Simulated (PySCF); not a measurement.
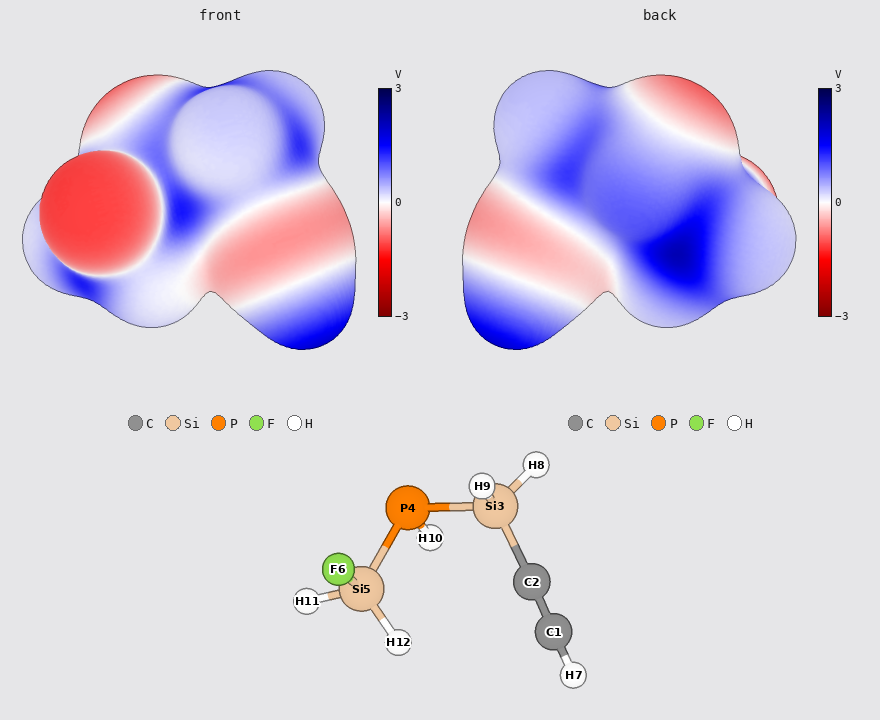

Figure. C2H6FPSi2 (SMILES C#C[SiH2]P[SiH2]F). The molecular electrostatic potential painted on the density surface at 0.002 e/bohr³, seen from the front and from behind; the colour scale runs from red (negative) to blue (positive). The bare structure is drawn below in the same view.

Geometry: GFN2-xTB.

Method: PySCF, PBE0/pcSseg-1, SCF density, gas phase, non-relativistic.

```xyz
12

C     1.7831   -1.3162    1.5415
C     1.6051   -0.3836    0.8022
Si    1.2636    1.0088   -0.3726
P    -0.5334    0.6105   -1.6627
Si   -2.0325   -0.1088   -0.1880
F    -2.5108    1.1965    0.6250
H     1.9553   -2.1216    2.1974
H     2.4122    1.1391   -1.2752
H     1.0043    2.2264    0.3985
H    -0.1521   -0.6557   -2.0642
H    -3.2222   -0.5801   -0.8834
H    -1.5714   -1.0159    0.8556
```

**Which sites attract a positive test charge, and which a negative one?**

A positive charge is drawn to the negative regions and a negative charge to the positive ones. The most negative region (about −1.1 V) lies over F6, the most positive (about +2.0 V) over Si5.

**What dipole moment does the calculation give?**

Its dipole moment is 2.44 D.
